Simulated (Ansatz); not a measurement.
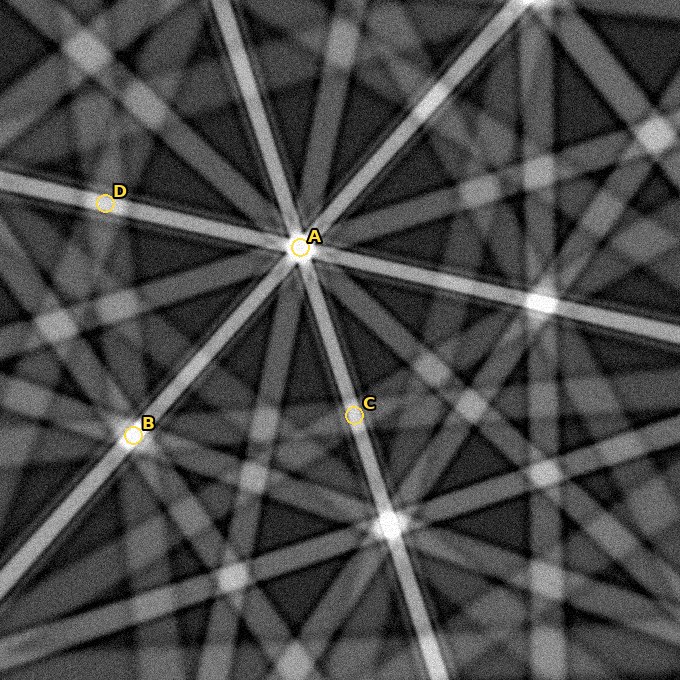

Simulated Kikuchi (electron backscatter) pattern at 30 kV: kinematic bands of width 2θ(Bragg) in gnomonic projection, seen from the camera side; the frame spans ±37° from its centre. Crystal: EuPt₃, space group Fm-3m (No. 225), a = 6.878 Å. Structure: the input geometry of an electronic-structure calculation (not necessarily at equilibrium); the starting structure was generated, so it need not be a known form of this composition.

Pole A is [111] and pole B is [113].

**Index the poles C and D.**

C is [313], 22.0° from A and 25.9° from B. D is [133], 22.0° from A and 25.9° from B.

**Which band joins A and B, and how wide is it?**

It comes from the planes common to both zones. The strongest order is 2 -2 0 with d = 2.432 Å, so the band is 2θ = 1.6° wide (λ = 0.0698 Å). Other orders of the same planes (4 -4 0) lie on the same centre line with other widths.
